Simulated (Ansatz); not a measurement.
# NbIn2 (built on the sites of a database entry of NbB2): phonons and vibrational spectra

How does NbIn2 (built on the sites of a database entry of NbB2) vibrate, and is this structure a minimum?

Method: DFT PBEsol, scalar-relativistic, plane waves, PAW, in Ansatz 0.2.0.

The structure was built from a prototype and need not be the compound's stable phase.

## (1) Starting point

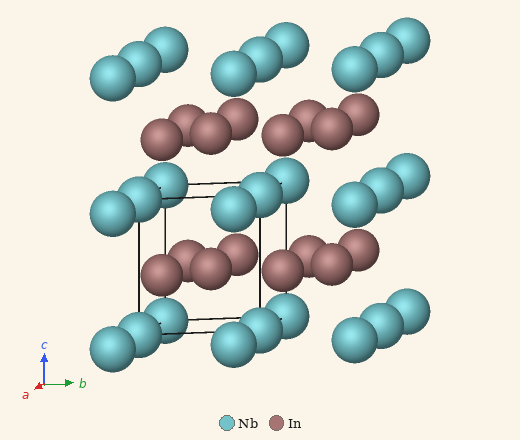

The starting structure, seen slightly off an axis (niobium teal, indium brown). 2×2×2 cells are drawn. Some periodic images of atoms are drawn too.

## (2) Rough relaxation

A rough relaxation comes first, because large forces or stress need no tight tolerances yet.

Input file input.yaml:

```yaml
crystal:
  lattice:
    - [3.61579, 0.0, 0.0]
    - [-1.80789, 3.13136, 0.0]
    - [0.0, 0.0, 3.87356]
  atoms:
    - { symbol: Nb, position: [0.0, 0.0, 0.0] }
    - { symbol: In, position: [0.3333333333, 0.6666666667, 0.5] }
    - { symbol: In, position: [0.6666666667, 0.3333333333, 0.5] }
kpoints:
  mp_grid: { grid: [6, 6, 6] }
hamiltonian:
  xc: pbesol
scf:
  occupations: { method: gaussian, width: 0.1 }
output:
  forces: true
  stress: true
  eigenvalues: true
relax:
  adjacent_minimum: "off"
  f_tol: 0.05
  max_steps: 80
  cell: { stress_tol: 0.5 }
```

On the command line:

```console
$ ansatz run input.yaml --threads 8 --pin off --max-ram 14336MiB --backend cpu --events-out ev --progress --plain --runs-dir out
```

Numbers of over 12 decimals in the logs are rounded to 6 here.

What it wrote:

```text
The last accepted step is kept in <dir> (removed where the run ends without a failure and the disk answers)
Engine: ansatz 0.2.0, aarch64-unknown-linux-gnu
Pseudopotentials: kind: paw
Pseudopotential: Nb, paw, valence charge 13, recommended cutoff 420 eV (normal), Nb.paw.azcp
Pseudopotential: In, paw, valence charge 13, recommended cutoff 420 eV (normal), In.paw.azcp
Functional definition: PBEsol
  exchange = pbesol_x
[...]
F+E_penalty+E_count = -15545.71914515 eV   max|allowed force component| = 2.467e-17 eV/Å   (the final SCF, on the basis selected at the relaxed cell)
  cell:  # Å, volume = 59.8922 Å³
    - [4.897793, -3.910272622318052e-6, 0]
    - [-2.448893, 4.241615, 5.7261074728872814e-18]
    - [0, 7.083308660598991e-18, 2.882962]
  atoms:
    - { symbol: Nb, position: [0, 0, 0] }
    - { symbol: In, position: [0.333333, 0.666667, 0.5] }
    - { symbol: In, position: [0.666667, 0.333333, 0.5] }
[key lines of the parts left out:]
SCF converged after 6 iterations
Free energy (F): -15545.719145 eV
Fermi energy:    14.770349 eV
P = ⅓ Tr σ = 0.2021 GPa (2.021 kbar)
```

It took 4.9 s on 8 threads of Arm Neoverse V2, shared host; peak memory 0.42 GiB.

Step by step:

```tsv
step	energy less that of the first step (eV)	largest force component (eV/Å)	pressure (GPa)	volume (Å³)
1	0.0000	0.0000	133.25	43.86
2	-4.0265	0.0000	77.40	48.61
3	-6.5307	0.0000	43.30	52.90
4	-8.1020	0.0000	23.42	55.64
5	-8.9396	0.0000	8.40	58.25
6	-9.2307	0.0000	2.20	58.43
7	-9.4708	0.0000	0.64	57.21
8	-9.6257	0.0000	-0.30	55.72
9	-9.6269	0.0000	0.37	54.97
10	-9.6318	0.0000	0.03	55.31
11*	-10.1061	0.0000	10.93	55.31
12	-10.3498	0.0000	0.03	59.85
13	-10.4157	0.0000	0.24	59.89
14*	-10.4170	0.0000	0.20	59.89
```

Relaxation steps marked * repeat the geometry before them on a plane-wave basis chosen anew for their cell, so energy and pressure can jump there.

Forces are held to the 24 operations that the run works with; a distortion that breaks them can't arise in this run.

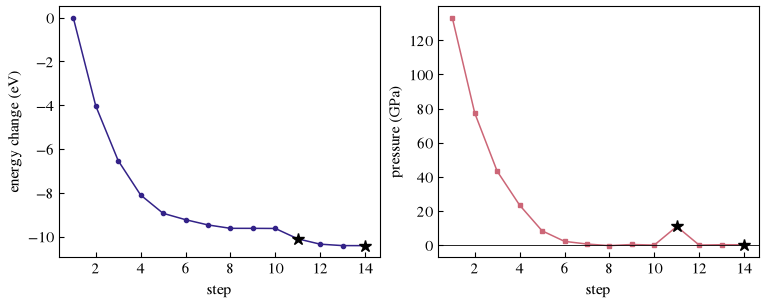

Energy and pressure along the relaxation. Stars mark steps on a basis chosen anew.

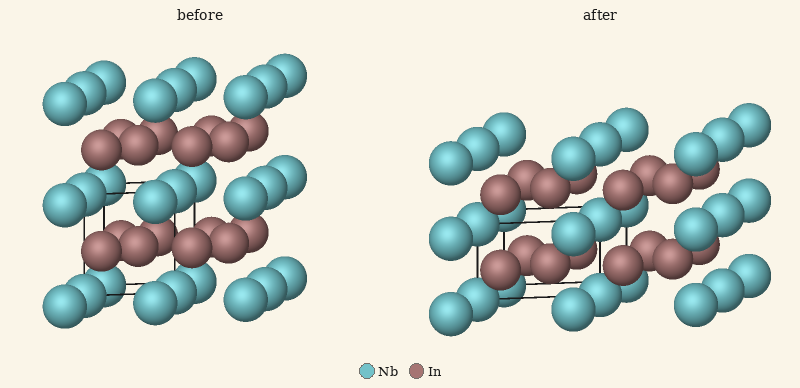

The structure before and after the relaxation, drawn at the same scale.

```tsv
cell as run	before	after	change
a (Å)	3.616	4.898	+35.5 %
b (Å)	3.616	4.898	+35.5 %
c (Å)	3.874	2.883	-25.6 %
volume (Å³/atom)	14.62	19.96	+36.6 %
```

Final coordinates:

```xyz
3
Lattice="4.8978 0.0000 0.0000 -2.4489 4.2416 0.0000 0.0000 0.0000 2.8830" Properties=species:S:1:pos:R:3 pbc="T T T"
Nb    0.0000    0.0000    0.0000
In    0.0000    2.8277    1.4415
In    2.4489    1.4139    1.4415
```

Numbers from this step:

| Quantity | Value |
| --- | --- |
| pressure | 0.2021 GPa |
| volume per atom | 19.96 Å³ |
| gap on the k-mesh | 0 eV |

In this step the volume went from 14.62 to 19.96 Å³/atom.

## (3) Bringing the structure to rest

Harmonic phonons are second derivatives at a point where the forces vanish, and they are wanted at zero stress, so atoms and cell are relaxed first.

Input file input.yaml:

```yaml
crystal:
  lattice:
    - [4.8977931996, -3.9103e-06, 0.0]
    - [-2.4488932134, 4.2416152885, 0.0]
    - [0.0, 0.0, 2.8829622874]
  atoms:
    - { symbol: Nb, position: [0.0, 0.0, 0.0] }
    - { symbol: In, position: [0.3333333333, 0.6666666667, 0.5] }
    - { symbol: In, position: [0.6666666667, 0.3333333333, 0.5] }
kpoints:
  mp_grid: { grid: [12, 12, 14] }
hamiltonian:
  xc: pbesol
scf:
  occupations: { method: gaussian, width: 0.1 }
output:
  forces: true
  stress: true
  eigenvalues: true
  write_density: true
  write_potential: true
  elf: true
  volumetric_format: npy
relax:
  adjacent_minimum: "off"
  f_tol: 0.005
  max_steps: 80
  cell: { stress_tol: 0.05 }
```

What it wrote:

```text
[...]
Crystal: 3 atoms, lattice volume = 59.892 Å³
Basis set: ecut = 420 eV, 1155 PW (Γ), exchange–correlation on 72×72×40 points (8 copies of the dense FFT grid, shifted against one another)
Bands: 24, of which v1, the nominal top of the filled ones, is band 20 counted from 1 (19 counted from 0)
Symmetry: 24 space group operations
[...]
k-points: 152 of 2016
[...]
SCF iter   1: F=—  HF=-15545.707520 eV  |F-HF|=—  |Δ(HF+E_count)|=         —  Δρ=6.93e-3  dr2=2.84e-2  ethr=1.77e-3  ⟨swp⟩=5.9  Hψ=17050  notcnv=0
[...]
SCF iter   6: F=-15545.698433 eV  HF=-15545.698433 eV  |F-HF|=1.37e-9  |Δ(HF+E_count)|=   1.19e-7  Δρ=4.29e-6  dr2=4.99e-9  ethr=2.56e-10  ⟨swp⟩=9.9  Hψ=25971  notcnv=0
SCF 1 converged in 6 iterations: F = -15545.698433 eV  dr2 = 4.99e-9
[...]
relax step   1: F+E_penalty+E_count = -15545.69843318 eV  Δ(F+E_penalty+E_count) = +0.000e0 eV  max|allowed force component| = 9.830e-18 eV/Å  Δτ_max = 0.0000 Å  P = +0.334 GPa  Ω = 59.892 Å³  (6 SCF iters, dr2 threshold 1.00e-7 eV, accepted)
Crystal: 3 atoms, lattice volume = 60.314 Å³
Basis set: ecut = 420 eV, 1179 PW (Γ), exchange–correlation on 72×72×40 points (8 copies of the dense FFT grid, shifted against one another)
[...]
SCF iter   6: F=-15545.698349 eV  HF=-15545.698349 eV  |F-HF|=2.18e-11  |Δ(HF+E_count)|=  8.69e-10  Δρ=3.83e-7  dr2=4.77e-11  ethr=6.86e-12  ⟨swp⟩=4.8  Hψ=18091  notcnv=0
SCF 2 converged in 6 iterations: F = -15545.698349 eV  dr2 = 4.77e-11
relax step   2: F+E_penalty+E_count = -15545.69834875 eV  Δ(F+E_penalty+E_count) = +8.443e-5 eV  max|allowed force component| = 2.371e-17 eV/Å  Δτ_max = 0.0000 Å  P = -0.605 GPa  Ω = 60.314 Å³  energy of the carried Pulay correction = -1.149e-4 eV  (6 SCF iters, dr2 threshold 3.00e-7 eV, accepted)
Crystal: 3 atoms, lattice volume = 60.025 Å³
Basis set: ecut = 420 eV, 1143 PW (Γ), exchange–correlation on 72×72×40 points (8 copies of the dense FFT grid, shifted against one another)
[...]
SCF iter   6: F=-15545.699561 eV  HF=-15545.699561 eV  |F-HF|=5.46e-12  |Δ(HF+E_count)|=  1.29e-10  Δρ=1.74e-7  dr2=5.82e-12  ethr=1.35e-12  ⟨swp⟩=4.7  Hψ=17697  notcnv=0
[...]
SCF 3 converged in 6 iterations: F = -15545.699561 eV  dr2 = 5.82e-12
relax step   3: F+E_penalty+E_count = -15545.69956102 eV  Δ(F+E_penalty+E_count) = -1.212e-3 eV  max|allowed force component| = 2.313e-18 eV/Å  Δτ_max = 0.0000 Å  P = -0.010 GPa  Ω = 60.025 Å³  energy of the carried Pulay correction = -3.630e-5 eV  (6 SCF iters, dr2 threshold 3.00e-7 eV, accepted)
[...]
SCF iter   8: F=-15545.699598 eV  HF=-15545.699598 eV  |F-HF|=3.64e-12  |Δ(HF+E_count)|=  1.82e-12  Δρ=9.13e-11  dr2=1.41e-18  ethr=1.00e-12  ⟨swp⟩=1.9  Hψ=8260  notcnv=0
SCF 4 converged in 8 iterations: F = -15545.699598 eV  dr2 = 1.41e-18
relax step   4: F+E_penalty+E_count = -15545.69959843 eV  Δ(F+E_penalty+E_count) = -3.741e-5 eV  max|allowed force component| = 1.156e-18 eV/Å  Δτ_max = 0.0000 Å  P = -0.010 GPa  Ω = 60.025 Å³  stress off target by 2.85e-2 GPa  SCF on the basis re-selected at this cell (its energy is not comparable with the rows above)  (8 SCF iters)
[...]
SCF converged after 8 iterations
Free energy (F): -15545.699598 eV
[...]
Internal energy: -15545.691099 eV  (E = F + TS)
E sigma→0 (E₀):  -15545.695348 eV
Entropy (-TS):   -0.008500 eV (-2.833 meV/atom)
Fermi energy:    14.733613 eV
[...]
--- Stress (GPa, compression-positive) ---
       -0.000977       0.000000       0.000000
        0.000000      -0.000977       0.000000
        0.000000       0.000000      -0.028467
  P = ⅓ Tr σ = -0.0101 GPa (-0.101 kbar)
--- Band table (eV; the first three rows and the last of 152) ---
  k-point 0: bands = [... 16 lower, 11.4210, 12.6664, 12.7338, 16.0044, 16.0044, 17.2006, 17.2006, 19.0073]
  k-point 1: bands = [... 16 lower, 11.5266, 12.7410, 12.9116, 15.6665, 15.6665, 17.5282, 17.5282, 18.9824]
  k-point 2: bands = [... 16 lower, 11.8365, 12.9687, 13.3991, 15.0480, 15.0480, 18.1461, 18.1461, 18.8896]
  k-point 151: bands = [... 16 lower, 12.1872, 12.1872, 13.6454, 15.3792, 16.2090, 16.2090, 16.3354, 16.3354]
--- Relaxed structure (3 steps of the walk, 3 accepted, 1 SCFs on fresh bases) ---
[...]
cell:  # Å, volume = 60.0251 Å³
    - [4.890421, -3.9044030991527876e-6, 0.0]
    - [-2.445207, 4.235231, 0.0]
    - [0.0, 0.0, 2.898075]
  atoms:
    - { symbol: Nb, position: [0, 0, 0.0] }
    - { symbol: In, position: [0.333333, 0.666667, 0.5] }
    - { symbol: In, position: [0.666667, 0.333333, 0.5] }
```

Elapsed: 6 s, on 8 threads; peak memory 0.56 GiB; 43 s of CPU time.

Relaxation path:

```tsv
step	energy less that of the first step (eV)	largest force component (eV/Å)	pressure (GPa)	volume (Å³)
1	0.0000	0.0000	0.33	59.89
2	0.0001	0.0000	-0.61	60.31
3	-0.0011	0.0000	-0.01	60.03
4*	-0.0012	0.0000	-0.01	60.03
```

Relaxation steps marked * repeat the geometry before them on a plane-wave basis chosen anew for their cell, so energy and pressure can jump there.

The run keeps the 24 symmetry operations that it works with, so distortions that break them were not tested.

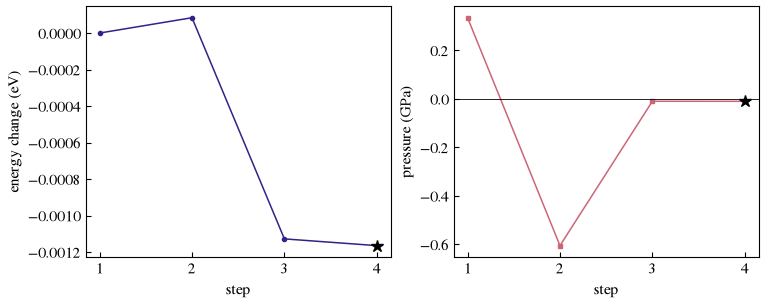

Energy and pressure along the relaxation. Stars mark steps on a basis chosen anew.

```tsv
conventional cell, symmetrised	before	after	change
a (Å)	4.898	4.890	-0.2 %
b (Å)	4.898	4.890	-0.2 %
c (Å)	2.883	2.898	+0.5 %
volume (Å³/atom)	19.96	20.01	+0.2 %
```

Final coordinates:

```xyz
3
Lattice="4.8904 0.0000 0.0000 -2.4452 4.2352 0.0000 0.0000 0.0000 2.8981" Properties=species:S:1:pos:R:3 pbc="T T T"
Nb    0.0000    0.0000    0.0000
In    0.0000    2.8235    1.4490
In    2.4452    1.4117    1.4490
```

Numbers from this step:

| Item | Value |
| --- | --- |
| pressure | -0.01014 GPa |
| volume per atom | 20.01 Å³ |

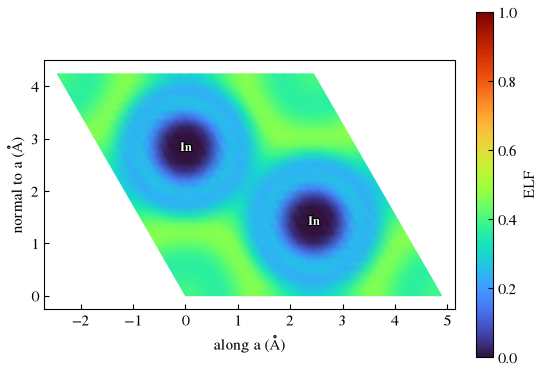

ELF in the ab plane at fractional z = 0.500, with atoms of In within 0.2 Å of it. It is the smooth field of the valence electrons, not physical close to the nuclei.

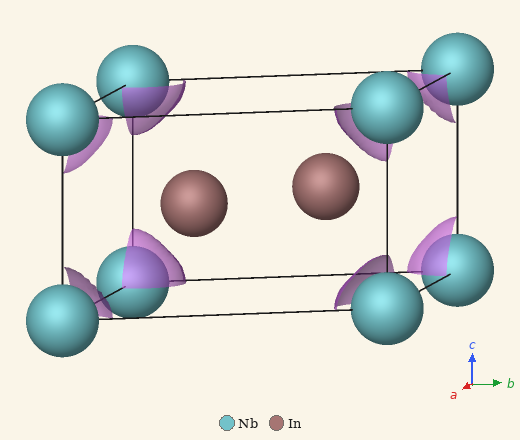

Surface of ELF = 0.71.

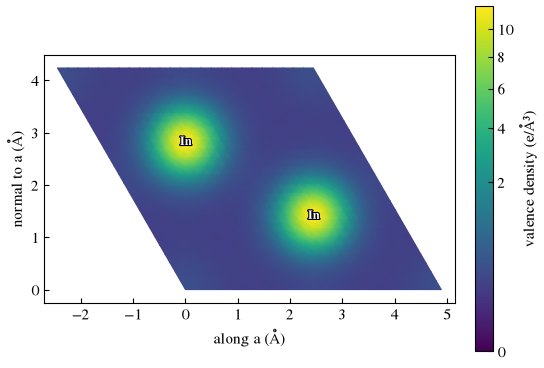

Valence density in the ab plane at fractional z = 0.500, with atoms of In within 0.2 Å of it. It is the smooth field of the valence electrons, not physical close to the nuclei. The colour scale is stretched toward low values.

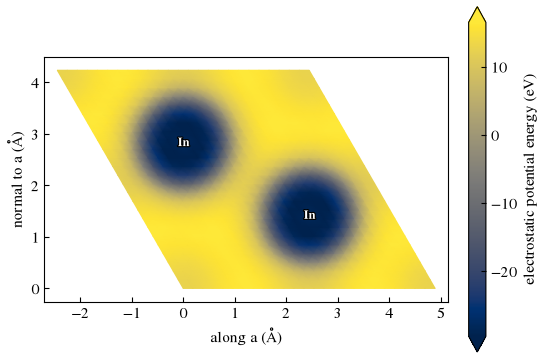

Electrostatic potential energy in the ab plane at fractional z = 0.500, with atoms of In within 0.2 Å of it. With pseudopotentials it is smooth inside the atoms' cores, unlike the true potential.

In this step the volume went from 19.96 to 20.01 Å³/atom.

## (4) Relaxing to small forces for the phonons

Phonons need a cell at rest on their own settings, so the relaxation is repeated with tight tolerances on forces and stress, using the mesh and the filling of the phonon run that follows.

Input file input.yaml:

```yaml
crystal:
  lattice:
    - [4.8904209341, -3.9044e-06, 0.0]
    - [-2.4452070858, 4.2352307164, 0.0]
    - [0.0, 0.0, 2.8980749584]
  atoms:
    - { symbol: Nb, position: [0.0, 0.0, 0.0] }
    - { symbol: In, position: [0.3333333333, 0.6666666667, 0.5] }
    - { symbol: In, position: [0.6666666667, 0.3333333333, 0.5] }
kpoints:
  mp_grid: { grid: [12, 12, 16] }
hamiltonian:
  xc: pbesol
scf:
  occupations: { method: methfessel_paxton, width: 0.2 }
output:
  forces: true
  stress: true
  eigenvalues: true
relax:
  adjacent_minimum: "off"
  f_tol: 0.001
  max_steps: 60
  cell: { stress_tol: 0.01 }
```

What it wrote:

```text
[...]
Crystal: 3 atoms, lattice volume = 60.025 Å³
Basis set: ecut = 420 eV, 1143 PW (Γ), exchange–correlation on 72×72×40 points (8 copies of the dense FFT grid, shifted against one another)
Bands: 24, of which v1, the nominal top of the filled ones, is band 20 counted from 1 (19 counted from 0)
Symmetry: 24 space group operations
[...]
k-points: 171 of 2304
[...]
--- Relaxed structure (3 steps of the walk, 2 accepted, 1 SCFs on fresh bases) ---
[...]
cell:  # Å, volume = 59.9906 Å³
    - [4.890798, -3.904666495470469e-6, 0.0]
    - [-2.445396, 4.235557, 0.0]
    - [0.0, 0.0, 2.895965]
  atoms:
    - { symbol: Nb, position: [0, 0, 0.0] }
    - { symbol: In, position: [0.333333, 0.666667, 0.500000] }
    - { symbol: In, position: [0.666667, 0.333333, 0.500000] }
[key lines of the parts left out:]
SCF converged after 4 iterations
Free energy (F): -15545.696136 eV
Fermi energy:    14.754545 eV
P = ⅓ Tr σ = 0.0040 GPa (0.040 kbar)
```

The job ended after 5.9 s (8 threads; peak memory 0.58 GiB; 43 s of CPU time).

Little changed from the start: no atom moved by 0.005 Å and no cell edge by 0.1 %.

This step gave:

```
pressure        : 0.003958 GPa
volume per atom : 20.00 Å³
```

The forces vanish by symmetry and the pressure is 0.004 GPa, within the tolerances set. The cell now holds 20.00 Å³/atom.

## (5) Linear response at the zone centre

The zone centre comes first: it holds the modes that light can see, as far as symmetry allows. No field response is asked, since the mesh shows no gap.

input.yaml, the sections that differ from step 4:

```yaml
crystal:
  lattice:
    - [4.8907978244, -3.9047e-06, 0.0]
    - [-2.4453955306, 4.235557113, 0.0]
    - [0.0, 0.0, 2.8959646942]
  atoms:
    - { symbol: Nb, position: [0.0, 0.0, 0.0] }
    - { symbol: In, position: [0.3333333333, 0.6666666667, 0.5] }
    - { symbol: In, position: [0.6666666667, 0.3333333333, 0.5] }
output:
  eigenvalues: true
phonons:
  method: dfpt
# kpoints, hamiltonian, scf: as in step 4
# relax: removed
```

What it wrote:

```text
[...]
Crystal: 3 atoms, lattice volume = 59.991 Å³
Basis set: ecut = 420 eV, 1143 PW (Γ), exchange–correlation on 72×72×40 points (8 copies of the dense FFT grid, shifted against one another)
Bands: 24, of which v1, the nominal top of the filled ones, is band 20 counted from 1 (19 counted from 0)
Symmetry: 24 space group operations
k-points: 632 of 2304 (irreducible under 2 space group operations, time reversal used)
[...]
SCF iter   1: F=—  HF=-15545.706172 eV  |F-HF|=—  |Δ(HF+E_count)|=         —  Δρ=6.97e-3  dr2=2.75e-2  ethr=1.77e-3  ⟨swp⟩=5.5  Hψ=68454  notcnv=0
[...]
SCF iter   8: F=-15545.696136 eV  HF=-15545.696136 eV  |F-HF|=0.00e0  |Δ(HF+E_count)|=  9.09e-12  S|Δr|=    0.00e0  Δρ=4.47e-8  dr2=4.52e-13  ethr=1.00e-12  ⟨swp⟩=5.4  Hψ=65187  notcnv=0
SCF 1 converged in 8 iterations: F = -15545.696136 eV  dr2 = 4.52e-13
[...]
DFPT response loops at Γ: preconditioner auto → Kerker (q_TF=auto, 2.539 Å⁻¹) (partly filled bands, converged f_vac=0.000); β = 1.00, the filter's whole step (`scf.mixing.beta` (0.50) is not read by the response loops under this deck's `scf.mixing.preconditioner`; to damp them name `kerker` or `kerker_dos`, under which they read `scf.mixing.beta`, and type it under 1.00, their step now; both keys bind the ground state too); Broyden in place of MSR1
SCF converged after 8 iterations
[...]
Free energy (F): -15545.696136 eV
[...]
Internal energy: -15545.701043 eV  (E = F + TS)
E sigma→0 (E₀):  -15545.697363 eV
Entropy (-TS):   0.004907 eV (1.636 meV/atom)
Fermi energy:    14.754546 eV
Step filling:    the computed levels leave a gap of 0.0000 eV = 0.0 smearing widths at the electron count; against every level under it full and every level over it empty, smearing changes F+E_penalty+E_count by +0.999 meV and its σ→0 estimate by -0.228 meV
[...]
--- Band table (eV; the first three rows and the last of 632) ---
  k-point 0: bands = [... 16 lower, 11.4284, 12.6712, 12.7232, 16.0123, 16.0123, 17.2102, 17.2102, 19.0185]
  k-point 1: bands = [... 16 lower, 11.5094, 12.7283, 12.8606, 15.7415, 15.7415, 17.4721, 17.4721, 18.9999]
  k-point 2: bands = [... 16 lower, 11.7487, 12.9019, 13.2473, 15.2159, 15.2159, 17.9900, 17.9900, 18.9336]
  k-point 631: bands = [... 16 lower, 11.5921, 12.6188, 13.2705, 15.5746, 15.8251, 16.0839, 17.0708, 17.1867]
--- Phonons (Γ-DFPT): 4 representative perturbations + reference, on 632 of 2304 k-points (Σ response iterations 12) ---
  k mesh reduced under 2 symmetry operations, with k and −k counted as one. Each operation leaves every solved perturbation unchanged. A smaller set is not used because it would not reduce the number of displacements times k-points to solve
  ASR residual: 1.112e-4 → 0.000e0 eV/Å²; symmetrization residual: 4.058e-4 eV/Å²
  ASR residual per site (eV/Å²): 1.11e-4 1.78e-5 1.78e-5
  Γ frequencies (cm⁻¹): 0.00 0.00 0.00 42.03 106.70 110.67 110.67 172.75 172.75
  non-analytic LO–TO correction: not included (Born effective charges unavailable; polar crystals: no LO–TO splitting at Γ)
```

Elapsed: 52 s, on 8 threads; peak memory 3.1 GiB; 6.1 min of CPU time.

This step gave:

```
sum-rule residual before enforcement                    : 1.11e-4 eV/Å²
point group                                             : 6/mmm
highest optical mode at the zone centre (no LO-TO term) : 172.8 cm⁻¹
lowest optical zone-centre mode                         : 42.03 cm⁻¹
```

Patterns of degenerate modes are one choice out of their space. Modes at Γ, with each element's share of the kinetic energy:

```tsv
mode	frequency (cm⁻¹)	symmetry	Nb %	In %
1	0.0	acoustic	29	71
2	0.0	acoustic	29	71
3	0.0	acoustic	29	71
4	42.0	B1g	0	100
5	106.7	A2u	71	29
6	110.7	E1u	71	29
7	110.7	E1u	71	29
8	172.8	E2g	0	100
9	172.8	E2g	0	100
```

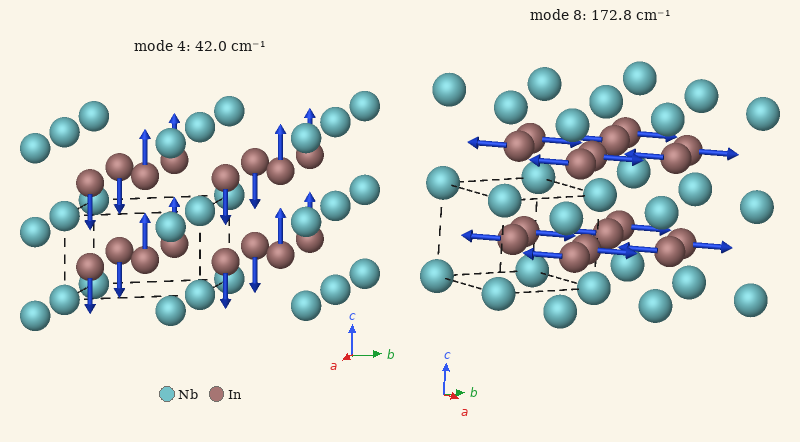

Displacement patterns of modes 4 and 8 at Γ; arrows are exaggerated. 2×2×2 cells are drawn. Some periodic images of atoms are drawn too.

Before it was imposed, the acoustic sum rule was missed by 1.1e-4 eV/Å². Small misses are needed for a sound result but don't prove that mesh and cutoff are converged. The lowest optical mode is real, 42.0 cm⁻¹.

[end of part 1 of 2]

[Logs are printed without paths, hosts, clocks, repeated set-up lines and the standing remarks that a program may print on its own settings, such as how far it seeks lower states.]

[Hosts, paths, dates, database ids (printed as entryN), source tags and the programs' standing remarks are cut or masked in the printed files.]
